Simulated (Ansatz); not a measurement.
## Nudged elastic band of CH4AlFO

CH4AlFO, computed with RKS BLYP-D4/def2-SVP (Ansatz 0.2.0).

One setting was made poor on purpose. It belongs to a series of runs on one base structure; here: band between the two ends. Figures and captions count atoms from 1; the log counts them from 0 in places.

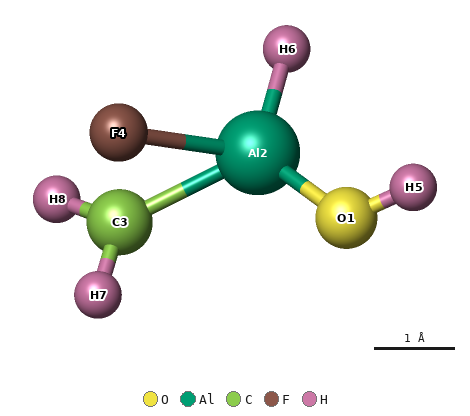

*The input geometry (ball-and-stick view, seen at a tilt; atoms are numbered from 1 in the order of the input). Sticks mark near contacts.*

The input:
```yaml
crystal:
  periodic: [false, false, false]
  atoms:
    - { symbol: O, position_ang: [-1.42776, 0.787887, -1.019003] }
    - { symbol: Al, position_ang: [-0.180983, 0.662967, 0.164888] }
    - { symbol: C, position_ang: [0.464341, -1.16006, 0.487918] }
    - { symbol: F, position_ang: [1.372893, -0.379925, -0.53299] }
    - { symbol: H, position_ang: [-1.74311, 1.633845, -1.376652] }
    - { symbol: H, position_ang: [0.351804, 1.899292, 1.001125] }
    - { symbol: H, position_ang: [0.103478, -2.037436, -0.079961] }
    - { symbol: H, position_ang: [1.151438, -1.463669, 1.298975] }
basis:
  gaussian: { orbitals: def2-SVP }
hamiltonian:
  xc: blyp
  dispersion: d4
neb:
  order_check: false
  images: 7
  f_tol: 0.05
  max_iterations: 60
  initial_path: linear
  final_atoms:
    - { symbol: O, position_ang: [-0.94325345, 1.18293567, -1.28484749] }
    - { symbol: Al, position_ang: [-0.34911485, 0.64417923, 0.2350045] }
    - { symbol: C, position_ang: [0.69938773, -1.04878378, 0.2547342] }
    - { symbol: F, position_ang: [0.82694176, -1.62185394, -1.02632494] }
    - { symbol: H, position_ang: [-1.46592437, 1.98997746, -1.42355419] }
    - { symbol: H, position_ang: [-0.6252018, 1.47103069, 1.5717131] }
    - { symbol: H, position_ang: [0.22877262, -1.79682375, 0.94011404] }
    - { symbol: H, position_ang: [1.72049336, -0.87776057, 0.67746079] }
```

Run as:
```bash
ansatz run input.yaml --threads 1 --pin off --max-ram 2048MiB --backend cpu --events-out ev --progress --plain --runs-dir out
```

Output:
```
Engine: ansatz 0.2.0, aarch64-unknown-linux-gnu
Functional definition: BLYP
  parameter beta = 0.0042
  parameter a = 0.04918
  parameter b = 0.132
  parameter c = 0.2533
  parameter d = 0.349
  exchange = b88_x(beta = beta)
  correlation = lyp_c(a = a, b = b, c = c, d = d)
874 factors; their error is unknown
mean field evaluation 1: about -12445.7112 eV, gradient 7.1e1 eV
mean field evaluation 2: about -12379.7286 eV, gradient 1.7e2 eV
mean field evaluation 4: about -12455.5132 eV, gradient 1.4e1 eV
mean field evaluation 8: about -12455.9897 eV, gradient 6.4e-2 eV
mean field evaluation 16: about -12455.9455 eV, gradient 3.8e-5 eV
mean field -12455.94554158 eV, -457.7475557100 hartree, gradient 3.8e-5 eV, S^2 0.000000; 0 other end points of the search recorded, 0 dependent functions left out
the calculation of the forces begins
reference -12455.94586358 eV, -457.7475675432 hartree; 20, 20 occupied and 60, 60 virtual orbitals, 874 factors
874 factors; their error is unknown
mean field evaluation 32: about -12455.8785 eV, gradient 2.4e-5 eV
mean field -12455.87850598 eV, -457.7450921971 hartree, gradient 2.4e-5 eV, S^2 0.000000; 0 other end points of the search recorded, 0 dependent functions left out
[... from here on the field's lines of each further geometry are left out, up to the last ...]
NEB iter   1: max|band force component| = 9.377e0 eV/Å  barrier→ = 2.1227 eV  barrier← = 2.0453 eV  Δτ_max = 0.1481 Å  (230 SCF iters)
NEB iter   2: max|band force component| = 2.372e0 eV/Å  barrier→ = 0.3459 eV  barrier← = 0.2685 eV  Δτ_max = 0.1270 Å  (201 SCF iters)
NEB iter   3: max|band force component| = 7.646e-1 eV/Å  barrier→ = 0.1683 eV  barrier← = 0.0909 eV  Δτ_max = 0.1029 Å  (201 SCF iters)
NEB iter   4: max|band force component| = 2.086e-1 eV/Å  barrier→ = 0.1234 eV  barrier← = 0.0460 eV  CI = image 3  Δτ_max = 0.1494 Å  (199 SCF iters)
NEB iter   5: max|band force component| = 1.744e-1 eV/Å  barrier→ = 0.1017 eV  barrier← = 0.0244 eV  CI = image 3  Δτ_max = 0.1327 Å  (199 SCF iters)
NEB iter   6: max|band force component| = 3.134e-1 eV/Å  barrier→ = 0.0994 eV  barrier← = 0.0220 eV  CI = image 4  Δτ_max = 0.0669 Å  (201 SCF iters)
NEB iter   7: max|band force component| = 3.084e-1 eV/Å  barrier→ = 0.0996 eV  barrier← = 0.0223 eV  CI = image 4  Δτ_max = 0.0669 Å  (197 SCF iters)
NEB iter   8: max|band force component| = 1.139e-1 eV/Å  barrier→ = 0.0995 eV  barrier← = 0.0221 eV  CI = image 4  Δτ_max = 0.0237 Å  (188 SCF iters)
the calculation of the forces begins
reference -12455.87565745 eV, -457.7449875155 hartree; 20, 20 occupied and 60, 60 virtual orbitals, 874 factors
874 factors; their error is unknown
mean field -12455.85648138 eV, -457.7442828081 hartree, gradient 2.2e-5 eV, S^2 0.000000; 1 other end points of the search recorded, 0 dependent functions left out
the calculation of the forces begins
reference -12455.85679351 eV, -457.7442942784 hartree; 20, 20 occupied and 60, 60 virtual orbitals, 874 factors
NEB iter   9: max|band force component| = 4.450e-2 eV/Å  barrier→ = 0.0993 eV  barrier← = 0.0219 eV  CI = image 4  Δτ_max = 0.0000 Å  (397 SCF iters)
```

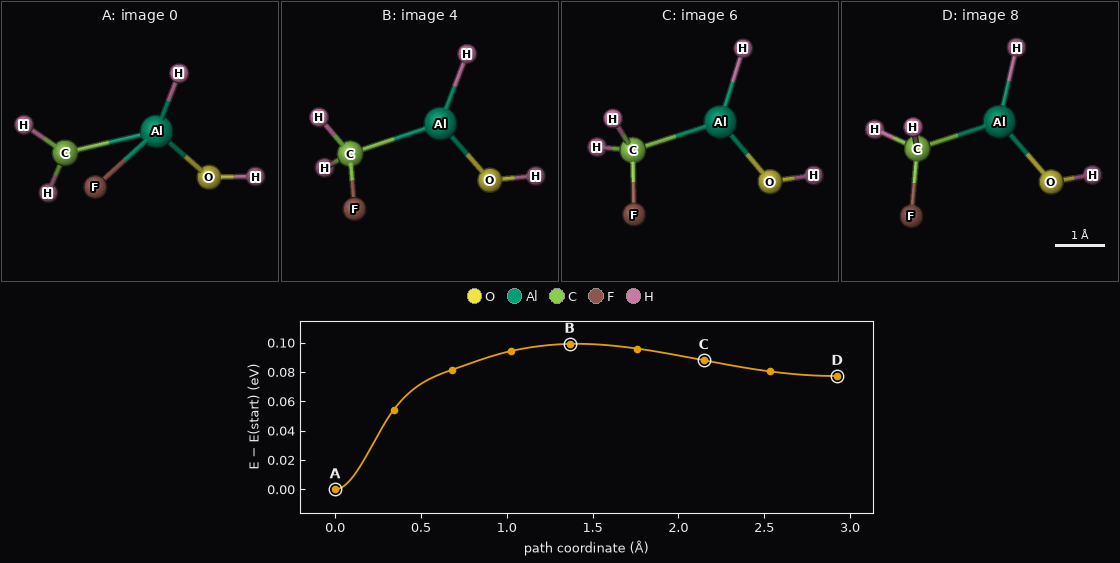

*Images of the last band (counted from 0; ball-and-stick, seen at a tilt) above the energy along the path; the line is a cubic interpolation that uses the forces.*

The highest image is number 4, 0.099 eV above the start and 0.022 eV above the end (the climbing image); the end lies 0.077 eV above the start. The path is 2.93 Å long. The band converged in 9 iterations.

```
Total energy: -12456.10052592 eV, -457.7532512796 hartree
Atom 0 at    -1.079410     1.088156    -1.186812 Å, force    -0.011162    -0.020030    -0.033316 eV/Å
Atom 1 at    -0.236384     0.707706     0.260686 Å, force     0.008728     0.009316     0.014487 eV/Å
Atom 2 at     0.573820    -1.115346     0.281625 Å, force    -0.012450     0.009877     0.011041 eV/Å
Atom 3 at     1.462909    -1.177972    -0.827050 Å, force     0.011046     0.003059    -0.013756 eV/Å
Atom 4 at    -1.479950     1.942807    -1.414365 Å, force     0.004697     0.012375     0.016857 eV/Å
Atom 5 at    -0.123799     1.767928     1.447517 Å, force     0.000672    -0.000584    -0.000566 eV/Å
Atom 6 at    -0.177530    -1.932115     0.174857 Å, force    -0.005863    -0.011711    -0.001125 eV/Å
Atom 7 at     1.152446    -1.338263     1.207840 Å, force     0.004333    -0.002300     0.006377 eV/Å
Dipole moment:    -0.271347     0.219506     0.256409 e Å
this run last wrote the band of iteration 9 to [file]
```

The last band as extended XYZ (Å, eV, eV/Å):
```
8
Properties=species:S:1:pos:R:3:forces:R:3 image=0 energy=-12456.19948
O    -1.4278    0.7879   -1.0190    0.0036   0.0008   0.0025
Al   -0.1810    0.6630    0.1649    0.0003  -0.0032  -0.0006
C     0.4643   -1.1601    0.4879   -0.0024   0.0055  -0.0011
F     1.3729   -0.3799   -0.5330   -0.0081  -0.0076   0.0072
H    -1.7431    1.6338   -1.3767    0.0000  -0.0013  -0.0012
H     0.3518    1.8993    1.0011   -0.0001   0.0012   0.0002
H     0.1035   -2.0374   -0.0800    0.0026   0.0020  -0.0045
H     1.1514   -1.4637    1.2990    0.0042   0.0025  -0.0025
8
Properties=species:S:1:pos:R:3:forces:R:3 image=1 energy=-12456.14505
O    -1.3725    0.8483   -1.0601   -0.0484  -0.0433  -0.0199
Al   -0.2308    0.6690    0.2131    0.0313   0.0341   0.0039
C     0.5234   -1.1277    0.4080   -0.0345  -0.0151   0.0397
F     1.5018   -0.6043   -0.5852   -0.0283   0.1090   0.0257
H    -1.7098    1.6971   -1.3891    0.0194   0.0123   0.0027
H     0.2403    1.9004    1.1006    0.0502  -0.0199  -0.0359
H     0.0355   -2.0115   -0.0448    0.0098  -0.0442  -0.0320
H     1.1042   -1.4284    1.3017    0.0004  -0.0328   0.0158
8
Properties=species:S:1:pos:R:3:forces:R:3 image=2 energy=-12456.11777
O    -1.3234    0.9078   -1.0913   -0.0115   0.0063  -0.0027
Al   -0.2501    0.6933    0.2365   -0.0084  -0.0027   0.0108
C     0.5703   -1.1063    0.3389   -0.0028   0.0177  -0.0137
F     1.6116   -0.8569   -0.6341    0.0118   0.0238   0.0140
H    -1.6720    1.7678   -1.3798   -0.0061  -0.0085   0.0020
H     0.1312    1.9021    1.1997    0.0277   0.0040  -0.0180
H    -0.0369   -1.9653   -0.0170   -0.0055  -0.0223  -0.0173
H     1.0612   -1.3996    1.2915   -0.0053  -0.0183   0.0248
8
Properties=species:S:1:pos:R:3:forces:R:3 image=3 energy=-12456.10507
O    -1.2084    0.9971   -1.1421   -0.0134  -0.0254  -0.0182
Al   -0.2437    0.7048    0.2500    0.0040   0.0113   0.0078
C     0.5800   -1.1069    0.3050   -0.0016  -0.0096  -0.0005
F     1.5654   -1.0373   -0.7317    0.0039   0.0102   0.0115
H    -1.5943    1.8492   -1.4029    0.0035   0.0091   0.0168
H     0.0051    1.8458    1.3353    0.0098   0.0050  -0.0077
H    -0.1112   -1.9488    0.0736    0.0034   0.0040  -0.0072
H     1.0992   -1.3611    1.2572   -0.0096  -0.0045  -0.0023
8
Properties=species:S:1:pos:R:3:forces:R:3 image=4 energy=-12456.10021
O    -1.0794    1.0882   -1.1868   -0.0112  -0.0200  -0.0333
Al   -0.2364    0.7077    0.2607    0.0087   0.0093   0.0145
C     0.5738   -1.1153    0.2816   -0.0124   0.0099   0.0110
F     1.4629   -1.1780   -0.8270    0.0110   0.0031  -0.0138
H    -1.4800    1.9428   -1.4144    0.0047   0.0124   0.0169
H    -0.1238    1.7679    1.4475    0.0007  -0.0006  -0.0006
H    -0.1775   -1.9321    0.1749   -0.0059  -0.0117  -0.0011
H     1.1524   -1.3383    1.2078    0.0043  -0.0023   0.0064
8
Properties=species:S:1:pos:R:3:forces:R:3 image=5 energy=-12456.10337
O    -0.9335    1.1885   -1.2306   -0.0018  -0.0046  -0.0244
Al   -0.2409    0.7006    0.2639    0.0032   0.0074   0.0123
C     0.5596   -1.1265    0.2638   -0.0004  -0.0020  -0.0336
F     1.3194   -1.3021   -0.9200   -0.0115   0.0005   0.0050
H    -1.3383    2.0521   -1.4133    0.0024   0.0094   0.0063
H    -0.2769    1.6622    1.5370   -0.0072  -0.0031   0.0045
H    -0.2204   -1.9246    0.3022   -0.0038  -0.0069   0.0102
H     1.2231   -1.3072    1.1412    0.0191  -0.0007   0.0197
8
Properties=species:S:1:pos:R:3:forces:R:3 image=6 energy=-12456.11136
O    -0.7825    1.2939   -1.2541    0.0044  -0.0009  -0.0173
Al   -0.2544    0.6883    0.2643   -0.0021   0.0053   0.0099
C     0.5389   -1.1403    0.2456    0.0077  -0.0007  -0.0307
F     1.1620   -1.4091   -0.9940   -0.0137  -0.0023   0.0067
H    -1.1851    2.1648   -1.4048    0.0024   0.0078   0.0047
H    -0.4341    1.5439    1.5998   -0.0098  -0.0054   0.0027
H    -0.2409   -1.9201    0.4265   -0.0056  -0.0063   0.0135
H     1.2881   -1.2785    1.0611    0.0167   0.0026   0.0104
8
Properties=species:S:1:pos:R:3:forces:R:3 image=7 energy=-12456.11905
O    -0.6264    1.3961   -1.2554    0.0042   0.0009  -0.0088
Al   -0.2775    0.6721    0.2631   -0.0030   0.0026   0.0059
C     0.5129   -1.1558    0.2271    0.0058   0.0008  -0.0190
F     0.9977   -1.5005   -1.0515   -0.0084  -0.0014   0.0048
H    -1.0169    2.2767   -1.3799    0.0020   0.0040   0.0029
H    -0.6011    1.4254    1.6329   -0.0065  -0.0041   0.0001
H    -0.2414   -1.9189    0.5415   -0.0037  -0.0048   0.0105
H     1.3448   -1.2522    0.9666    0.0097   0.0020   0.0036
8
Properties=species:S:1:pos:R:3:forces:R:3 image=8 energy=-12456.12211
O    -0.4535    1.4906   -1.2323   -0.0018  -0.0023   0.0006
Al   -0.3105    0.6538    0.2619    0.0085   0.0027  -0.0099
C     0.4795   -1.1735    0.2103   -0.0051  -0.0003  -0.0028
F     0.8337   -1.5739   -1.0935   -0.0028   0.0024   0.0129
H    -0.8214    2.3836   -1.3369    0.0002   0.0007  -0.0007
H    -0.7887    1.3185    1.6317   -0.0032  -0.0006   0.0072
H    -0.2314   -1.9234    0.6382    0.0053  -0.0014  -0.0039
H     1.3843   -1.2328    0.8649   -0.0011  -0.0012  -0.0034
```

Summary:

| quantity | value |
| --- | --- |
| outcome | converged |
| barrier, forward | 0.099 eV |
| barrier, backward | 0.022 eV |
| hardware | 1 thread of Arm Neoverse V2, 128 GiB of memory available, shared host |
| wall time | 2.3 min |
| peak memory | 0.14 GiB |

Remarks:

A deliberately poor setting: straight start. The order of the saddle point was not checked.
